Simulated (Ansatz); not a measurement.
Run report: GeH₃ClO₂, frequency calculation

- system: GeH₃ClO₂
- method: RHF/def2-SVP (Ansatz 0.2.0)

It belongs to a series of runs on one base structure; here: vibrations at the highest image of the band. Figures and captions count atoms from 1; the log counts them from 0 in places.

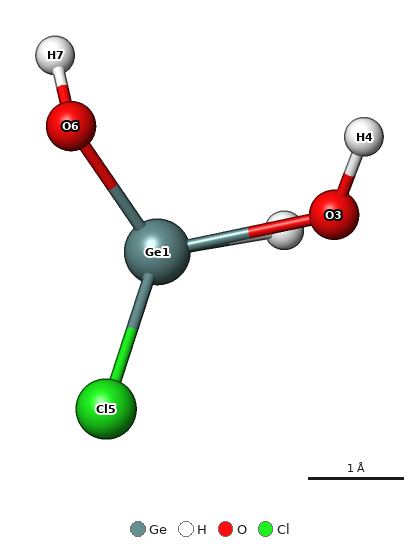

Figure 1. The input geometry (ball-and-stick view, seen at a tilt; atoms are numbered from 1 in the order of the input). Sticks mark near contacts. Bond lengths as drawn: Cl–Ge 2.15 Å, Ge–H 1.63 Å, Ge–O 1.75 to 1.93 Å and H–O 0.95 Å.

Input file:
```yaml
crystal:
  periodic: [false, false, false]
  atoms:
    - { symbol: Ge, position_ang: [-0.249946, 0.09164, 0.424782] }
    - { symbol: H, position_ang: [0.892592, -0.039943, 1.585531] }
    - { symbol: O, position_ang: [1.674078, -0.085725, 0.459888] }
    - { symbol: H, position_ang: [2.145066, -0.850863, 0.141904] }
    - { symbol: Cl, position_ang: [-0.703203, 1.741124, -0.88496] }
    - { symbol: O, position_ang: [-0.844506, -1.283429, -0.484672] }
    - { symbol: H, position_ang: [-1.037178, -2.067703, 0.006624] }
basis:
  gaussian: { orbitals: def2-SVP }
hamiltonian:
  xc: hf
phonons: {}
```

Run on 1 thread of Arm Neoverse V2, 24 GiB of memory available, shared host.

Command:
```bash
ansatz run input.yaml --threads 1 --pin off --max-ram 2048MiB --backend cpu --events-out ev --progress --plain --runs-dir out
```

What the program printed:
```
Engine: ansatz 0.2.0, aarch64-unknown-linux-gnu
Functional definition: HF
  exchange = exact_x
  correlation = 0
950 factors; integrals over basis functions are off by at most 3.9e-4 eV
mean field evaluation 1: about -73079.6638 eV, gradient 4.5e1 eV
mean field evaluation 2: about -73079.7028 eV, gradient 4.5e1 eV
mean field evaluation 4: about -73083.6557 eV, gradient 3.1e0 eV
mean field evaluation 8: about -73083.6993 eV, gradient 1.5e-1 eV
mean field -73083.69953951 eV, -2685.7764201661 hartree, gradient 2.5e-5 eV, S^2 0.000000; 0 other end points of the search recorded, 0 dependent functions left out
the calculation of the forces begins
reference -73083.69953951 eV, -2685.7764201661 hartree; 34, 34 occupied and 59, 59 virtual orbitals, 950 factors
these checks for a lower state are left out or cut short: stability, starts, cluster_reference, orbital_swaps, neighbouring_geometries, increment
950 factors; integrals over basis functions are off by at most 3.9e-4 eV
mean field evaluation 16: about -73083.6995 eV, gradient 2.7e-4 eV
mean field -73083.69951647 eV, -2685.7764193194 hartree, gradient 3.2e-6 eV, S^2 0.000000; 0 other end points of the search recorded, 0 dependent functions left out
[... from here on the field's lines of each further geometry are left out, up to the last ...]
the calculation of the forces begins
reference -73083.69950724 eV, -2685.7764189804 hartree; 34, 34 occupied and 59, 59 virtual orbitals, 950 factors
these checks for a lower state are left out or cut short: stability, starts, cluster_reference, orbital_swaps, neighbouring_geometries, increment
950 factors; integrals over basis functions are off by at most 3.9e-4 eV
mean field -73083.69946114 eV, -2685.7764172862 hartree, gradient 1.5e-6 eV, S^2 0.000000; 0 other end points of the search recorded, 0 dependent functions left out
the calculation of the forces begins
reference -73083.69946114 eV, -2685.7764172862 hartree; 34, 34 occupied and 59, 59 virtual orbitals, 950 factors
WARN: phonons: modes at or below zero, which the zero-point energy, F, S and C_V leave out: 1, the lowest at -1988.64 cm⁻¹. A minimum has none, and a first-order saddle one
Total energy: -73083.69953951 eV, -2685.7764201661 hartree
Atom 0 at    -0.249946     0.091640     0.424782 Å, force     0.007865     0.009904     0.008969 eV/Å
Atom 1 at     0.892592    -0.039943     1.585531 Å, force    -0.004906     0.000253    -0.002272 eV/Å
Atom 2 at     1.674078    -0.085725     0.459888 Å, force    -0.009487    -0.017426     0.000611 eV/Å
Atom 3 at     2.145066    -0.850863     0.141904 Å, force     0.007160     0.009240    -0.002113 eV/Å
Atom 4 at    -0.703203     1.741124    -0.884960 Å, force    -0.001042    -0.000908    -0.001536 eV/Å
Atom 5 at    -0.844506    -1.283429    -0.484672 Å, force    -0.002988     0.002567    -0.012890 eV/Å
Atom 6 at    -1.037178    -2.067703     0.006624 Å, force     0.003399    -0.003629     0.009232 eV/Å
Dipole moment:     0.097619    -0.656307     0.495593 e Å
Vibrations: -1988.64 162.58 185.36 241.73 261.93 378.93 444.62 554.13 626.60 770.00 881.75 970.30 1962.88 4073.22 4190.91 cm⁻¹, zero-point energy 0.973583 eV
```

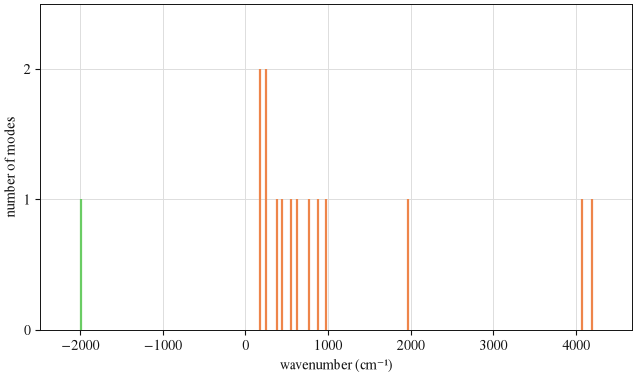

Figure 2. Harmonic vibrational wavenumbers from the force constants; neighbouring modes closer than 28 cm⁻¹ are counted in one stick, and imaginary ones are drawn at negative wavenumbers. 15 modes from 1989i to 4191 cm⁻¹, 1 imaginary beyond 8i (1989i cm⁻¹): a first-order saddle point, if the geometry is stationary.

Summary:

| quantity | value |
| --- | --- |
| outcome | converged |
| total energy | −73083.6995 eV |
| mean-field energy | −73083.6995 eV |
| largest force (length of the vector) | 0.020 eV/Å |
| wall time | 65 s |
| peak memory | 0.19 GiB |
